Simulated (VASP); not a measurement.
Band structure of LaN (relaxed from the CsCl type structure, space group Pm-3m). All values below come from r2SCAN meta-GGA, VASP's PBE PAW potentials (set 64) (plane waves; VASP).

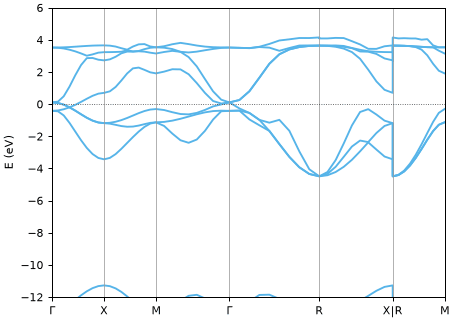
Figure: Bands along high-symmetry lines, zero at the valence-band maximum or, without a gap, the Fermi level

Task: Read the plot: is there a gap, and where are the band edges?

Result: It has no gap at this level: it comes out as a metal or semimetal.

The structure was generated: LaN was put into the CsCl type type (Pm-3m), which need not be its known phase. It was relaxed first, which changed the volume by -33 %.
